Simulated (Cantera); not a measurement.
Input: 1 mol PbO, 0.34 mol CH₄, a varied amount of CO, equilibrated at 1823.15 K and 1 atm.

Cantera equilibrium calculation (NASA polynomials, part measured and part estimated; ideal gas, pure solids and liquids). Candidate condensed phases: C, C₆H₆, C₇H₈, C₈H₁₈, H₂O, Pb, PbO, PbO₂, Pb₃O₄; 113 gas species. Gases not in the tables: (PbO)n polymers. Rates play no part.

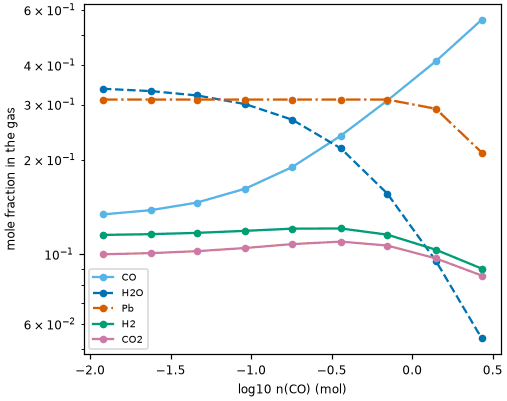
Figure: Equilibrium gas composition (values under 1e-9 drawn at 1e-9)

Task: Read off the mole fractions at 0.012 mol CO.

Result: H₂O about 0.34, Pb about 0.31, CO about 0.13, H₂ about 0.12, CO₂ about 0.10.
